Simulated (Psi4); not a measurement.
# CH3AlO (SMILES [CH3][Al]=[O]): a chain of runs

We compute a structure relaxation (PBE-D4/6-31G), then the harmonic vibrations of CH3AlO. Input form: an ASE script.

The results are computed with Psi4 1.11.

## (1) Starting point

CH3AlO has 6 atoms, charge 0, and is taken as a singlet. As SMILES, `[CH3][Al]=[O]`. Geometry: relaxed at PBE0-D4/def2-TZVP. The run starts from this shape.

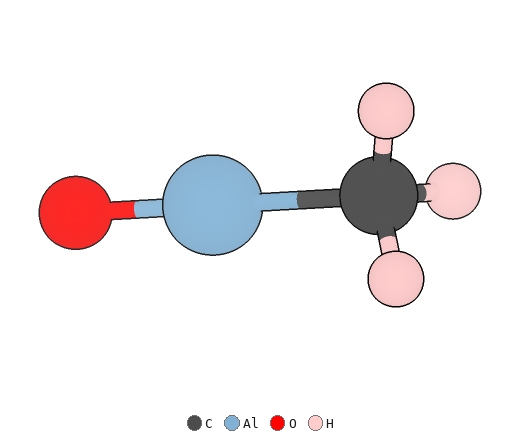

The structure, seen from a chosen angle (carbon dark grey, aluminium light blue, oxygen red, hydrogen pink).

## (2) A geometry optimisation at PBE-D4/6-31G (density fitting) (run 1)

ch3alo.xyz reads:

```xyz
6
CH3AlO
C     -0.412500     0.498200    -0.315400
Al     0.696700    -0.841400     0.532500
O      1.611700    -1.946300     1.232100
H      0.065200     1.479100    -0.263900
H     -1.383600     0.560900     0.180800
H     -0.577400     0.249400    -1.366100
```

ch3alo_ase.py reads:

```python
import numpy as np
from ase.calculators.psi4 import Psi4
from ase.io import read
from ase.optimize import LBFGS

mol = read('ch3alo.xyz')
calc = Psi4(atoms=mol, method='pbe-d4', basis='6-31G', memory='1600MB', num_threads=1, charge=0, multiplicity=1, label='calc', reference='rks')
mol.calc = calc

opt = LBFGS(mol)
done = opt.run(fmax=0.05, steps=60)
print('converged:', done)
for s, p in zip(mol.symbols, mol.positions):
    print(f'{s:2s} {p[0]:12.6f} {p[1]:12.6f} {p[2]:12.6f}')
```

The run is started by

```bash
$ python ch3alo_ase.py
```

calc.dat, shortened:

```text
[...]
  Running in c1 symmetry.
[...]
  Nuclear repulsion =   81.319623773973404
[...]
  Multiplicity = 1
[...]
  Nalpha       = 15
  Nbeta        = 15
[...]
    Number of basis functions: 37
[...]
   @DF-RKS iter   1:  -356.53642999216675   -2.22215e-02   3.20503e-02 ADIIS/DIIS
[...]
   @DF-RKS iter  13:  -357.23540096549630   -1.70530e-13   1.11203e-09 DIIS
[...]
    Orbital Energies [Eh]
    ---------------------
    Doubly Occupied:
       1A    -55.402904     2A    -18.723878     3A     -9.919257
       4A     -3.958141     5A     -2.562319     6A     -2.562319
       7A     -2.556791     8A     -0.777674     9A     -0.651153
      10A     -0.388720    11A     -0.388719    12A     -0.339620
      13A     -0.251969    14A     -0.215781    15A     -0.215781
[...]
  @DF-RKS Final Energy:  -357.23540096549630
   => Energetics <=
    Nuclear Repulsion Energy =             81.3196237739734045
    One-Electron Energy =                -655.4635397089888329
    Two-Electron Energy =                 250.3593610268997338
    DFT Exchange-Correlation Energy =     -33.4478458979488735
    Empirical Dispersion Energy =          -0.0030001594317003
    VV10 Nonlocal Energy =                  0.0000000000000000
    Total Energy =                       -357.2354009654962965
[...]
 Multipole Moments:
 ------------------------------------------------------------------------------------
     Multipole            Electronic (a.u.)      Nuclear  (a.u.)        Total (a.u.)
 ------------------------------------------------------------------------------------
 L = 1.  Multiply by 2.5417464519 to convert [e a0] to [Debye]
 Dipole X            :          2.5556780           -3.7071556           -1.1514776
 Dipole Y            :         -3.0864347            4.4769268            1.3904921
 Dipole Z            :          1.9534457           -2.8338015           -0.8803558
 Magnitude           :                                                    2.0085804
[...]
  -Total Gradient:
     Atom            X                  Y                   Z
    ------   -----------------  -----------------  -----------------
       1        0.000090741165    -0.000109627091     0.000070768988
       2       -0.000181620669     0.000218718991    -0.000139847357
       3        0.000164581065    -0.000198284276     0.000126584072
       4        0.000016234663     0.000079942836    -0.000008630325
       5       -0.000076685288     0.000021703812     0.000020535744
       6       -0.000026075181     0.000001437625    -0.000080505628
[...]
```

The script printed:

```text
Step     Time          Energy          fmax
LBFGS:    0 hh:mm:ss    -9720.727116        3.410352
LBFGS:    1 hh:mm:ss    -9720.823495        1.565497
LBFGS:    2 hh:mm:ss    -9720.848054        0.581450
LBFGS:    3 hh:mm:ss    -9720.861136        0.418034
LBFGS:    4 hh:mm:ss    -9720.866500        0.278430
LBFGS:    5 hh:mm:ss    -9720.868215        0.110373
LBFGS:    6 hh:mm:ss    -9720.869094        0.085382
LBFGS:    7 hh:mm:ss    -9720.869948        0.098365
LBFGS:    8 hh:mm:ss    -9720.870338        0.063695
LBFGS:    9 hh:mm:ss    -9720.870397        0.016292
converged: True
C     -0.429521     0.518699    -0.328367
Al     0.701256    -0.846887     0.535996
O      1.662740    -2.007943     1.271111
H      0.061728     1.504104    -0.270765
H     -1.406418     0.573640     0.179886
H     -0.589446     0.257995    -1.387673
```

Wall time 59 s (1 thread of Intel Xeon Platinum 8259CL at 2.50GHz (Skylake/Cascade Lake), shared host); peak memory 0.49 GiB.

The path in brief:

```tsv
step	energy from the first frame kept (eV)	largest force (eV/Å)
0	0.0000	3.4104
1	-0.0964	1.5655
2	-0.1209	0.5814
3	-0.1340	0.4180
4	-0.1394	0.2784
5	-0.1411	0.1104
6	-0.1420	0.0854
7	-0.1428	0.0984
8	-0.1432	0.0637
9	-0.1433	0.0163
```

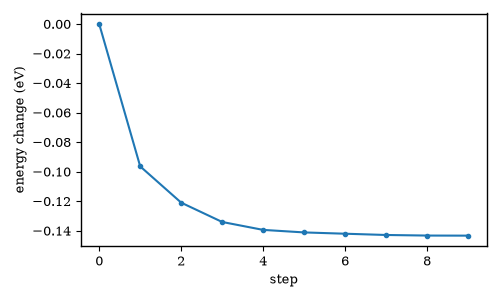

Energy along the run.

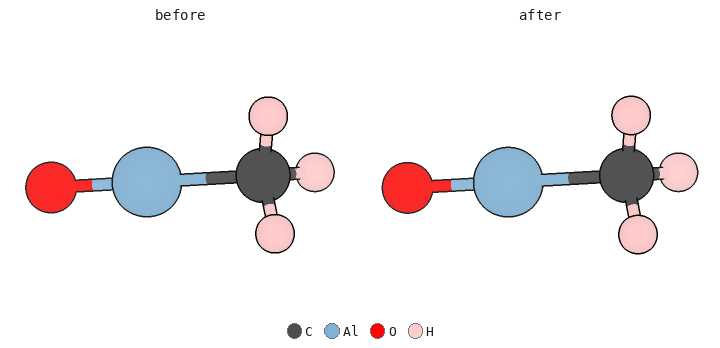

Before and after, at one scale.

After the run. Bond lengths: C1–Al2 1.972 Å, Al2–O3 1.677 Å, C1–H4 1.103 Å, C1–H5 1.103 Å, C1–H6 1.103 Å. Angles: C1–Al2–O3 180.0°, Al2–C1–H4 109.9°, Al2–C1–H5 109.9°, Al2–C1–H6 109.9°, H4–C1–H5 109.0°, H4–C1–H6 109.0°, H5–C1–H6 109.0°.

## (3) Vibrational wavenumbers at PBE-D4/6-31G (density fitting) (run 2)

ch3alo.xyz reads:

```xyz
6
CH3AlO
C     -0.441528     0.533204    -0.337559
Al     0.689249    -0.832381     0.526804
O      1.650733    -1.993438     1.261919
H      0.049721     1.518610    -0.279957
H     -1.418426     0.588145     0.170694
H     -0.601453     0.272501    -1.396865
```

ch3alo_ase.py reads:

```python
import numpy as np
from ase.calculators.psi4 import Psi4
from ase.io import read
from ase.vibrations import Vibrations

atoms = read('ch3alo.xyz')
calc = Psi4(atoms=atoms, method='pbe-d4', basis='6-31G', memory='1600MB', num_threads=1, charge=0, multiplicity=1, label='psi4-calc', reference='rks')
atoms.calc = calc

vib = Vibrations(atoms, delta=0.01)
vib.run()
vib.summary()
```

The run is started by

```bash
$ python ch3alo_ase.py
```

psi4-calc.dat, shortened:

```text
[...]
  Running in c1 symmetry.
[...]
  Nuclear repulsion =   81.356785926154188
[...]
  Multiplicity = 1
[...]
  Nalpha       = 15
  Nbeta        = 15
[...]
    Number of basis functions: 37
[...]
   @DF-RKS iter   1:  -356.53522997854219   -1.88458e-02   3.20753e-02 ADIIS/DIIS
[...]
   @DF-RKS iter  13:  -357.23534536060896   -5.11591e-13   4.02757e-09 DIIS
[...]
  @DF-RKS Final Energy:  -357.23534536060896
   => Energetics <=
    Nuclear Repulsion Energy =             81.3567859261541884
    One-Electron Energy =                -655.5337773769131218
    Two-Electron Energy =                 250.3958074289842557
    DFT Exchange-Correlation Energy =     -33.4511611249669230
    Empirical Dispersion Energy =          -0.0030002138673646
    VV10 Nonlocal Energy =                  0.0000000000000000
    Total Energy =                       -357.2353453606089602
[...]
 Multipole Moments:
 ------------------------------------------------------------------------------------
     Multipole            Electronic (a.u.)      Nuclear  (a.u.)        Total (a.u.)
 ------------------------------------------------------------------------------------
 L = 1.  Multiply by 2.5417464519 to convert [e a0] to [Debye]
 Dipole X            :          2.5550646           -3.7071568           -1.1520922
 Dipole Y            :         -3.0868602            4.4769271            1.3900668
 Dipole Z            :          1.9437114           -2.8247551           -0.8810437
 Magnitude           :                                                    2.0089401
[...]
  -Total Gradient:
     Atom            X                  Y                   Z
    ------   -----------------  -----------------  -----------------
       1       -0.000578276331    -0.001428788002    -0.005578241252
       2       -0.000201323998     0.000198139261    -0.000271850148
       3        0.000164192604    -0.000196814699     0.000133108782
       4        0.000041952501     0.000132047714    -0.000036117735
       5       -0.000178410123    -0.000039098113    -0.000230969062
       6        0.000738131569     0.001349487461     0.005974370119
[...]
```

The script printed:

```text
---------------------
  #    meV     cm^-1
---------------------
  0    0.6i      4.8i
  1    0.3i      2.2i
  2    0.0       0.1
  3    0.8       6.5
  4    1.1       9.2
  5    3.6      28.9
  6   16.0     129.4
  7   16.1     129.5
  8   68.3     550.8
  9   93.9     757.3
 10   93.9     757.4
 11  125.5    1012.0
 12  156.0    1258.4
 13  180.4    1455.2
 14  180.4    1455.4
 15  371.9    2999.7
 16  385.4    3108.3
 17  385.4    3108.5
---------------------
Zero-point energy: 1.039 eV
```

Run time: 3.2 min. Hardware: 1 thread of Intel Xeon Platinum 8259CL at 2.50GHz (Skylake/Cascade Lake), shared host; peak memory 0.94 GiB.

## (4) Outcome

| quantity | value |
| --- | --- |
| run 1, PBE-D4/6-31G: total energy at the end | -357.23540 Eh |
| run 1, PBE-D4/6-31G: dipole moment | 5.11 D |
| run 1, PBE-D4/6-31G: HOMO energy | -5.87 eV |
| run 1, PBE-D4/6-31G: LUMO energy | -2.36 eV |
| run 1, PBE-D4/6-31G: HOMO–LUMO gap | 3.52 eV |
| run 1, PBE-D4/6-31G: dispersion energy | -7.88 kJ/mol |

In words: The optimisation (run 1, PBE-D4/6-31G) took 9 steps and changed the energy by -0.143 eV.
